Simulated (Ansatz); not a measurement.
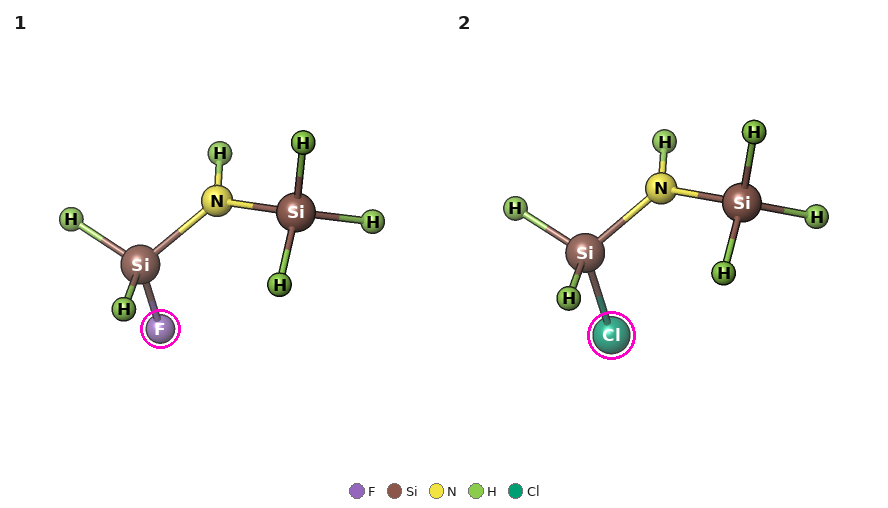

2 molecules with one skeleton, seen from the same side and at one scale; the atom that differs is circled. Each species is neutral and a spin singlet. Computed geometries: PBE0-D4/def2-TZVP optimisations, one conformation each. Properties computed with Ansatz 0.2.0.

One atom differs, called X below: F in panel 1, Cl in panel 2. Their formulas are FH6NSi2 (`F[SiH2]N[SiH3]`), ClH6NSi2 (`[SiH3]N[SiH2]Cl`).

In which is the length of X–Si larger (PBE0-D4/def2-TZVP)?

In panel 2 (X = Cl).

In which is the dipole moment larger (B3LYP-D4/def2-TZVPP)?

In panel 2 (X = Cl).

Give the values. With PBE0-D4/def2-TZVP: length of X–Si (Å), angle X–Si–N (°). With PBE0-D4/def2-TZVPP: HOMO energy (Kohn–Sham orbital) (eV), HOMO–LUMO gap (eV). With B3LYP-D4/def2-TZVPP: dipole moment (D).

```json
{"quantity": "length of X–Si (Å)", "1 (F)": "1.602", "2 (Cl)": "2.065", "2 − 1": "+0.463"}
{"quantity": "angle X–Si–N (°)", "1 (F)": "112.6", "2 (Cl)": "113.2", "2 − 1": "+0.6"}
{"quantity": "HOMO energy (Kohn–Sham orbital) (eV)", "1 (F)": "−8.13", "2 (Cl)": "−8.03", "2 − 1": "+0.10"}
{"quantity": "HOMO–LUMO gap (eV)", "1 (F)": "8.13", "2 (Cl)": "7.93", "2 − 1": "−0.20"}
{"quantity": "dipole moment (D)", "1 (F)": "1.72", "2 (Cl)": "1.80", "2 − 1": "+0.08"}
```
